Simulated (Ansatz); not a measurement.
# CH5AlOSi (SMILES [CH2]1O[SiH2][AlH]1) at CCSD/def2-SVP

What is the vertical ionisation energy of CH5AlOSi at CCSD/def2-SVP? 

The results are computed with Ansatz 0.2.0.

118 further runs of the same task are left out: 1 that didn't finish, 117 set aside as unsound or not needed.

### 1 The system as given

The species is CH5AlOSi (9 atoms), meant as a singlet with charge 0. SMILES: `[CH2]1O[SiH2][AlH]1`. The shape is that of a PBE0-D4/def2-TZVP optimisation.

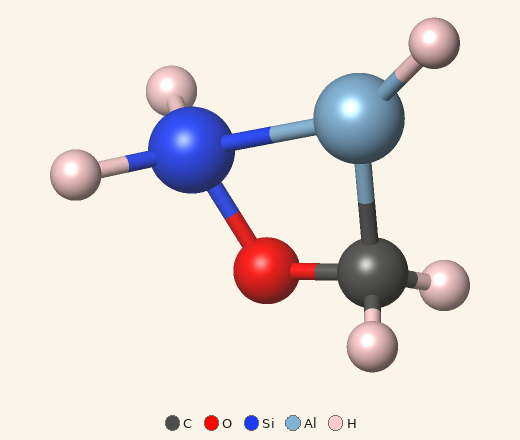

The structure, seen from a chosen angle (carbon dark grey, oxygen red, silicon blue, aluminium light blue, hydrogen pink).

### 2 The energy at CCSD/def2-SVP

Contents of molecule.yaml:

```yaml
crystal:
  periodic: [false, false, false]
  atoms:
    - symbol: C
      position_ang: [-0.309900, 1.022500, -0.653500]
    - symbol: O
      position_ang: [0.621100, -0.021300, -1.022900]
    - symbol: Si
      position_ang: [0.767800, -1.223900, 0.135800]
    - symbol: Al
      position_ang: [-0.858800, 0.279300, 1.121100]
    - symbol: H
      position_ang: [-1.090200, 1.097600, -1.420100]
    - symbol: H
      position_ang: [0.213300, 1.986000, -0.643000]
    - symbol: H
      position_ang: [2.177700, -1.338300, 0.615000]
    - symbol: H
      position_ang: [0.422400, -2.560600, -0.433300]
    - symbol: H
      position_ang: [-1.855100, 0.712400, 2.283700]
basis:
  gaussian:
    orbitals: def2-SVP
magnetization:
  spin_polarized: false
  initial_magnetization: 0
scf:
  omitted_lower_state_checks: [cluster_reference, increment]
correlation:
  method: ccsd
  frozen_orbitals: {Al: 5, C: 1, H: 0, O: 1, Si: 5}
accuracy: high
```

Started as:

```console
ansatz run molecule.yaml --threads 1 --pin off --max-ram 3480MiB --events-out events.jsonl --progress --plain --runs-dir runs
```

The log of the run, shortened:

```text
Warning: RAYON_NUM_THREADS=1 ignored (pool sized by the plan → 1); use --threads N
Functional definition: HF
  name "HF"
[...]
1975 factors; integrals over basis functions are off by at most 3.9e-9 eV
[...]
mean field -17584.12736011 eV, -646.2047615346 hartree, gradient 2.1e-8 eV, S^2 0.000000; 0 other end points of the search recorded, 0 dependent functions left out
12 core orbitals not correlated: weight in the atoms' cores, before any rotation towards them, 1.000 or more for the frozen orbitals, at most 0.000 for the correlated occupied ones
reference -17584.12736011 eV, -646.2047615346 hartree; 11, 11 occupied and 66, 66 virtual orbitals, 1975 factors
second order -12.94499552 eV of doubles, -0.00000000 eV of singles
cycle   1  -13.62491376 eV  change   -6.8e-1 eV  update   1.0e-1
[...]
cycle  23  -14.16578999 eV  change   -1.5e-9 eV  update   1.8e-9
Total energy: -17598.29315010 eV, -646.7253447147 hartree
Checks for a lower state left out: cluster_reference, increment
```

Wall time 12 s (1 thread of Intel Xeon 6975P-C (Granite Rapids), shared host); peak memory 0.5 GiB.

### 3 The doublet cation, same level

Contents of in.yaml:

```yaml
crystal:
  periodic: [false, false, false]
  atoms:
    - {symbol: C, position_ang: [-0.309900, 1.022500, -0.653500]}
    - {symbol: O, position_ang: [0.621100, -0.021300, -1.022900]}
    - {symbol: Si, position_ang: [0.767800, -1.223900, 0.135800]}
    - {symbol: Al, position_ang: [-0.858800, 0.279300, 1.121100]}
    - {symbol: H, position_ang: [-1.090200, 1.097600, -1.420100]}
    - {symbol: H, position_ang: [0.213300, 1.986000, -0.643000]}
    - {symbol: H, position_ang: [2.177700, -1.338300, 0.615000]}
    - {symbol: H, position_ang: [0.422400, -2.560600, -0.433300]}
    - {symbol: H, position_ang: [-1.855100, 0.712400, 2.283700]}
basis:
  gaussian: {orbitals: def2-SVP}
total_charge: 1
magnetization: {spin_polarized: true, initial_magnetization: 1}
correlation: {method: ccsd, frozen_orbitals: {Al: 5, C: 1, H: 0, O: 1, Si: 5}}
accuracy: high
scf: {omitted_lower_state_checks: [cluster_reference, increment]}
```

Started as:

```console
ansatz run in.yaml --threads 1 --pin off --max-ram 3480MiB --events-out events.jsonl --progress --plain --runs-dir runs
```

The log of the run, shortened:

```text
Warning: RAYON_NUM_THREADS=1 ignored (pool sized by the plan → 1); use --threads N
[... 2 set-up lines as earlier in the session ...]
[...]
1974 factors; integrals over basis functions are off by at most 4.0e-9 eV
[...]
mean field -17575.68797749 eV, -645.8946199435 hartree, gradient 5.4e-8 eV, S^2 0.765602; 7 other end points of the search recorded, 0 dependent functions left out
12 core orbitals not correlated: weight in the atoms' cores, before any rotation towards them, 1.000 or more for the frozen orbitals, at most 0.000 for the correlated occupied ones
reference -17575.68797749 eV, -645.8946199435 hartree; 11, 10 occupied and 66, 67 virtual orbitals, 1974 factors
second order -12.42343899 eV of doubles, -0.00000000 eV of singles
cycle   1  -13.04976047 eV  change   -6.3e-1 eV  update   1.1e-1
[...]
cycle  37  -13.63768639 eV  change  -3.9e-10 eV  update   2.3e-9
Total energy: -17589.32566388 eV, -646.3957956744 hartree
Checks for a lower state left out: cluster_reference, increment
```

It took 48 s on 1 thread of Intel Xeon 6975P-C (Granite Rapids), shared host; peak memory 0.9 GiB.

### 4 What came out

Level: CCSD/def2-SVP, 12 core orbitals frozen.

```
                                                      quantity          value
                                singlet CH5AlOSi: total energy  -646.72534 Eh
singlet CH5AlOSi: correlation energy (12 core orbitals frozen)     -520.6 mEh
                               singlet CH5AlOSi: T1 diagnostic          0.014
                                  doublet cation: total energy  -646.39580 Eh
  doublet cation: correlation energy (12 core orbitals frozen)     -501.2 mEh
             doublet cation: ⟨S²⟩ of the reference determinant          0.766
                                 doublet cation: T1 diagnostic          0.023
            vertical ionisation energy (to the doublet cation)       8.967 eV
```

What this shows: The vertical ionisation energy comes to 8.97 eV (207 kcal/mol).
